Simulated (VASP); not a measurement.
Band structure of MgTe (wurtzite). Method: PBE GGA, VASP's PBE PAW potentials (set 64) (plane waves; VASP).

Unless said otherwise, spin-orbit coupling is left out, though it shifts the bands of the heavy elements here.

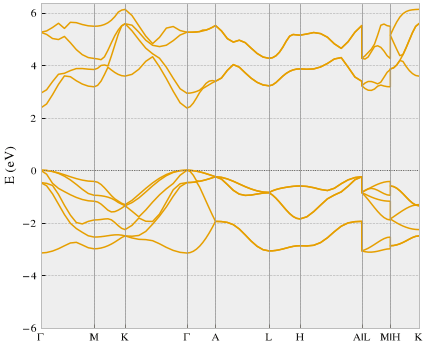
Fig. 1. Bands along high-symmetry lines, zero at the valence-band maximum or, without a gap, the Fermi level

Read the plot: is there a gap, and where are the band edges?

The gap is direct, 2.36 eV, from the valence maximum at Γ to the conduction minimum at Γ. (Edges off the drawn lines would not show.)

The compound is MgTe in the wurtzite structure. It was relaxed first.
